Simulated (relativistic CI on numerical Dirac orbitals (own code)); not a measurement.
# F: one ion under different settings

Aim: see what numerical and physical settings do to the SCF, the total energy and the lowest levels of F.

Method: Dirac-Coulomb-Breit CI, KLI orbitals optimised for each configuration, model QED (radiative potential, 1s self-energy scaled to tabulated hydrogen-like ionisation energies), numerical settings as typed. Code: relativistic CI on numerical Dirac orbitals (own code) version 3.

## 1. The atom as given

```
ion            : F (F I)
nuclear charge : 9
electrons      : 9
isotope        : A = 19
```

## 2. An attempt

Settings, as recorded:

```ini
atom F  Z=9  charge=2  electrons=7
nucleus A=19  rms_radius_fm=2.8976
hamiltonian dirac-coulomb  breit=on  qed=on  c_scale=1
orbitals kli  potential=per-configuration
slater_scale 1
correlation none
mixing on
grid step=0.0125 r_max=62.6
scf mixing=0.4 start=green max_iterations=77 tolerance=2e-08 node_fill=0.05
configurations
  [He] 2s2 2p5
end
```

The run is started by

```console
python run_levels.py task.json out
```

task.json lists these runs, among others, and the program works through them in turn.

Results of the run (chosen fields of its result record, rounded):

```text
{
  "status": "refused",
  "warnings": ["configuration [He] 2s2 2p5 has 9 electrons, the ion has 7"]
}
```

Run time: 0.00034 s. Hardware: 1 thread, shared host.

Cause: the program refused the input. The electrons of a configuration don't add up to Z less the charge. The input had charge 2. The cure is to make charge and configurations agree.

## 3. With the usual settings

Settings, as recorded:

```ini
atom F  Z=9  charge=0  electrons=9
nucleus A=19  rms_radius_fm=2.8976
hamiltonian dirac-coulomb  breit=on  qed=on  c_scale=1
orbitals kli  potential=per-configuration
slater_scale 1
correlation none
mixing on
grid step=0.0125 r_max=62.6
scf mixing=0.4 start=green max_iterations=150 tolerance=2e-08 node_fill=0.05
configurations
  [He] 2s2 2p5
end
```

Results of the run:

```text
{
  "status": "converged",
  "levels [i, E_cm, J2, conf, term, w_term, w_jj]": [
    [0, 0, 3, "2p5", "2P*", 1, 1],
    [1, 393.10813, 1, "2p5", "2P*", 1, 1]
  ],
  "total_energy [Ha]": -99.481501335,
  "n_levels_all": 2,
  "overlap": 9.29429e-15,
  "scf_iterations": [10],
  "orbital_energies [Ha]": {"1s": -24.664, "2s": -1.42434, "2p1/2": -0.722744, "2p3/2": -0.720436},
  "configurations [conf, odd, states, E_av_Ha, breit_Ha, qed_Ha]": [
    ["2p5", 1, 6, -99.49958172, 0.01137, 0.007305]
  ],
  "scf_steps of the first configuration [iteration, E_Ha, residual, outer_eigenvalue_Ha]": [
    [1, -99.05770168, 0.421, -1.139],
    [2, -99.46995875, 0.116, -0.8127],
    [3, -99.49869538, 0.0124, -0.7107],
    [4, -99.49930124, 0.012, -0.7308],
    [5, -99.49959155, 0.00149, -0.7219],
    [6, -99.49958029, 0.000114, -0.7204],
    [7, -99.49958117, 4.33e-05, -0.7204],
    [8, -99.49958174, 1.45e-06, -0.7204],
    [9, -99.49958172, 3.46e-07, -0.7204],
    [10, -99.49958172, 3.65e-09, -0.7204]
  ]
}
```

It took 0.041 s on 1 thread, shared host.

## 4. QED terms off

Changes to the settings of step 3:

```diff
@@ -2,3 +2,3 @@
 nucleus A=19  rms_radius_fm=2.8976
-hamiltonian dirac-coulomb  breit=on  qed=on  c_scale=1
+hamiltonian dirac-coulomb  breit=on  qed=off  c_scale=1
 orbitals kli  potential=per-configuration
```

Results of the run:

```text
{
  "status": "converged",
  "levels [i, E_cm, J2, conf, term, w_term]": [
    [0, 0, 3, "2p5", "2P*", 1],
    [1, 391.71225, 1, "2p5", "2P*", 1]
  ],
  "total_energy [Ha]": -99.488804027,
  "n_levels_all": 2,
  "overlap": 9.29429e-15,
  "scf_iterations": [10],
  "orbital_energies [Ha]": {"1s": -24.664, "2s": -1.42434, "2p1/2": -0.722744, "2p3/2": -0.720436},
  "configurations [conf, odd, states, E_av_Ha, breit_Ha, qed_Ha]": [
    ["2p5", 1, 6, -99.49958172, 0.01137, 0]
  ],
  "scf_steps of the first configuration [iteration, E_Ha, residual, outer_eigenvalue_Ha]": [
    [1, -99.05770168, 0.421, -1.139],
    [2, -99.46995875, 0.116, -0.8127],
    [3, -99.49869538, 0.0124, -0.7107],
    [4, -99.49930124, 0.012, -0.7308],
    [5, -99.49959155, 0.00149, -0.7219],
    [6, -99.49958029, 0.000114, -0.7204],
    [7, -99.49958117, 4.33e-05, -0.7204],
    [8, -99.49958174, 1.45e-06, -0.7204],
    [9, -99.49958172, 3.46e-07, -0.7204],
    [10, -99.49958172, 3.65e-09, -0.7204]
  ]
}
```

It took 0.013 s on 1 thread, shared host.

## 5. Node fill 0.2, iteration limit 20

Settings, as recorded:

```ini
atom F  Z=9  charge=0  electrons=9
nucleus A=19  rms_radius_fm=2.8976
hamiltonian dirac-coulomb  breit=on  qed=on  c_scale=1
orbitals kli  potential=per-configuration
slater_scale 1
correlation none
mixing on
grid step=0.0125 r_max=62.6
scf mixing=0.4 start=green max_iterations=20 tolerance=2e-08 node_fill=0.2
configurations
  [He] 2s2 2p5
end
```

Results of the run:

```text
{
  "status": "converged",
  "levels [i, E_cm, J2, conf, term, w_term]": [
    [0, 0, 3, "2p5", "2P*", 1],
    [1, 400.5524, 1, "2p5", "2P*", 1]
  ],
  "total_energy [Ha]": -99.48109892,
  "n_levels_all": 2,
  "overlap": 1.98212e-14,
  "scf_iterations": [10],
  "orbital_energies [Ha]": {"1s": -24.5655, "2s": -1.40677, "2p1/2": -0.703714, "2p3/2": -0.701446},
  "configurations [conf, odd, states, E_av_Ha, breit_Ha, qed_Ha]": [
    ["2p5", 1, 6, -99.49912369, 0.01133, 0.0073]
  ],
  "scf_steps of the first configuration [iteration, E_Ha, residual, outer_eigenvalue_Ha]": [
    [1, -99.05770168, 0.437, -1.139],
    [2, -99.47475409, 0.125, -0.801],
    [3, -99.49745376, 0.0132, -0.6934],
    [4, -99.49959976, 0.0136, -0.7136],
    [5, -99.49922651, 0.00188, -0.7033],
    [6, -99.49913073, 0.000169, -0.7016],
    [7, -99.49912245, 2.09e-05, -0.7014],
    [8, -99.49912328, 8.12e-06, -0.7014],
    [9, -99.49912369, 1.14e-07, -0.7015],
    [10, -99.49912369, 7.28e-09, -0.7015]
  ]
}
```

Run time: 0.039 s. Hardware: 1 thread, shared host.

## 6. Grid step 0.008, node fill 0.5

Changes to the settings of step 5:

```diff
@@ -7,4 +7,4 @@
 mixing on
-grid step=0.0125 r_max=62.6
-scf mixing=0.4 start=green max_iterations=20 tolerance=2e-08 node_fill=0.2
+grid step=0.008 r_max=62.6
+scf mixing=0.4 start=green max_iterations=150 tolerance=2e-08 node_fill=0.5
 configurations
```

Results of the run:

```text
{
  "status": "converged",
  "levels [i, E_cm, J2, conf, term, w_term]": [
    [0, 0, 3, "2p5", "2P*", 1],
    [1, 411.94235, 1, "2p5", "2P*", 1]
  ],
  "total_energy [Ha]": -99.478771246,
  "n_levels_all": 2,
  "overlap": 1.19719e-14,
  "scf_iterations": [11],
  "orbital_energies [Ha]": {"1s": -24.4335, "2s": -1.38123, "2p1/2": -0.676661, "2p3/2": -0.674449},
  "configurations [conf, odd, states, E_av_Ha, breit_Ha, qed_Ha]": [
    ["2p5", 1, 6, -99.49671244, 0.01127, 0.007293]
  ],
  "scf_steps of the first configuration [iteration, E_Ha, residual, outer_eigenvalue_Ha]": [
    [1, -99.05770956, 0.463, -1.139],
    [2, -99.48163312, 0.137, -0.7834],
    [3, -99.49347781, 0.015, -0.6685],
    [4, -99.49863562, 0.0155, -0.6887],
    [5, -99.49697008, 0.00205, -0.6766],
    [6, -99.49675627, 0.000377, -0.6748],
    [7, -99.49673273, 0.000204, -0.6747],
    [8, -99.49671126, 1.26e-05, -0.6744],
    [9, -99.49671182, 4.86e-06, -0.6744],
    [10, -99.49671248, 2.99e-07, -0.6744],
    [11, -99.49671244, 1.38e-08, -0.6744]
  ]
}
```

Wall time 0.059 s (1 thread, shared host).

## 7. Speed-of-light factor 10

Settings, as recorded:

```ini
atom F  Z=9  charge=0  electrons=9
nucleus A=19  rms_radius_fm=2.8976
hamiltonian dirac-coulomb  breit=on  qed=on  c_scale=10
orbitals kli  potential=per-configuration
slater_scale 1
correlation none
mixing on
grid step=0.0125 r_max=62.6
scf mixing=0.4 start=green max_iterations=150 tolerance=2e-08 node_fill=0.05
configurations
  [He] 2s2 2p5
end
```

Results of the run:

```text
{
  "status": "converged",
  "levels [i, E_cm, J2, conf, term, w_term]": [
    [0, 0, 3, "2p5", "2P*", 1],
    [1, 4.0551554, 1, "2p5", "2P*", 1]
  ],
  "total_energy [Ha]": -99.401523172,
  "n_levels_all": 2,
  "overlap": 5.73682e-14,
  "scf_iterations": [10],
  "orbital_energies [Ha]": {"1s": -24.6386, "2s": -1.42165, "2p1/2": -0.721803, "2p3/2": -0.72178},
  "configurations [conf, odd, states, E_av_Ha, breit_Ha, qed_Ha]": [
    ["2p5", 1, 6, -99.40822948, 0.0001136, 0.006599]
  ],
  "scf_steps of the first configuration [iteration, E_Ha, residual, outer_eigenvalue_Ha]": [
    [1, -98.971678, 0.418, -1.138],
    [2, -99.37894512, 0.115, -0.8137],
    [3, -99.40735523, 0.0123, -0.7122],
    [4, -99.40795308, 0.0119, -0.7321],
    [5, -99.40823929, 0.00146, -0.7232],
    [6, -99.40822721, 0.000156, -0.7216],
    [7, -99.40822893, 4.29e-05, -0.7217],
    [8, -99.40822947, 5.7e-07, -0.7218],
    [9, -99.40822948, 3.76e-07, -0.7218],
    [10, -99.40822948, 2.75e-09, -0.7218]
  ]
}
```

Wall time 0.032 s (1 thread, shared host).

A changed speed of light describes a fictitious ion. The QED potentials keep the true α.

## 8. Slater scale 5

Settings, as recorded:

```ini
atom F  Z=9  charge=0  electrons=9
nucleus A=19  rms_radius_fm=2.8976
hamiltonian dirac-coulomb  breit=on  qed=on  c_scale=1
orbitals kli  potential=per-configuration
slater_scale 5
correlation none
mixing on
grid step=0.0125 r_max=62.6
scf mixing=0.4 start=green max_iterations=66 tolerance=2e-08 node_fill=0.05
configurations
  [He] 2s2 2p5
end
```

Results of the run:

```text
{
  "status": "converged",
  "levels [i, E_cm, J2, conf, term, w_term]": [
    [0, 0, 3, "2p5", "2P*", 1],
    [1, 436.22592, 1, "2p5", "2P*", 1]
  ],
  "total_energy [Ha]": -99.481566823,
  "n_levels_all": 2,
  "overlap": 9.29429e-15,
  "scf_iterations": [10],
  "orbital_energies [Ha]": {"1s": -24.664, "2s": -1.42434, "2p1/2": -0.722744, "2p3/2": -0.720436},
  "configurations [conf, odd, states, E_av_Ha, breit_Ha, qed_Ha]": [
    ["2p5", 1, 6, -99.49958172, 0.01137, 0.007305]
  ],
  "scf_steps of the first configuration [iteration, E_Ha, residual, outer_eigenvalue_Ha]": [
    [1, -99.05770168, 0.421, -1.139],
    [2, -99.46995875, 0.116, -0.8127],
    [3, -99.49869538, 0.0124, -0.7107],
    [4, -99.49930124, 0.012, -0.7308],
    [5, -99.49959155, 0.00149, -0.7219],
    [6, -99.49958029, 0.000114, -0.7204],
    [7, -99.49958117, 4.33e-05, -0.7204],
    [8, -99.49958174, 1.45e-06, -0.7204],
    [9, -99.49958172, 3.46e-07, -0.7204],
    [10, -99.49958172, 3.65e-09, -0.7204]
  ]
}
```

Wall time 0.034 s (1 thread, shared host).

This setting is unsound; the numbers are not properties of the ion.

## 9. The runs side by side

| setting | total energy less usual (Ha) | largest shift of a level among the lowest eight of both runs, same label and place (cm⁻¹) | SCF iterations | time | lowest level | kind of change |
| --- | --- | --- | --- | --- | --- | --- |
| usual | 0 | 0 | 10 | 0.041 s | 2p5 2P°3/2 | - |
| QED terms off | -0.0073 | 1.40 | 10 | 0.013 s | 2p5 2P°3/2 | model term |
| node fill 0.2, iteration limit 20 | 0.000402 | 7.44 | 10 | 0.039 s | 2p5 2P°3/2 | numerical |
| grid step 0.008, node fill 0.5 | 0.00273 | 18.8 | 11 | 0.059 s | 2p5 2P°3/2 | numerical |
| speed-of-light factor 10 | 0.08 | 389 | 10 | 0.032 s | 2p5 2P°3/2 | unphysical constant |
| Slater scale 5 | -6.55e-05 | 43.1 | 10 | 0.034 s | 2p5 2P°3/2 | unsound |

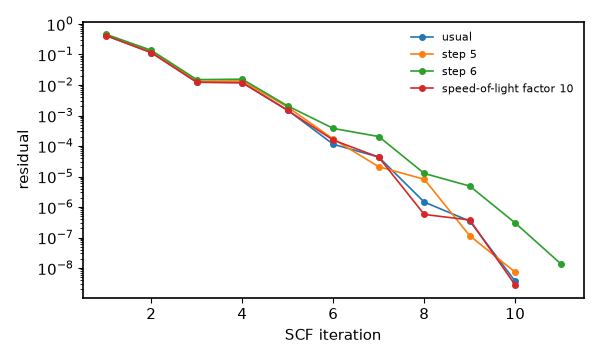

Residual of the first configuration's SCF.

## 10. Summary of results

| quantity | value |
| --- | --- |
| lowest level, usual settings | 2p5 2P°3/2 |
| total energy | -99.4815 Ha |
| first excitation | 393.1 cm⁻¹ |
| runs without a result | 1 |

In words: Among the runs whose levels can be followed, they move most under «speed-of-light factor 10» (unphysical constant), by up to 389 cm⁻¹. Only the listed configurations are in the model. In a near-neutral ion this small CI can misplace whole configurations by 10,000 cm⁻¹ or more.
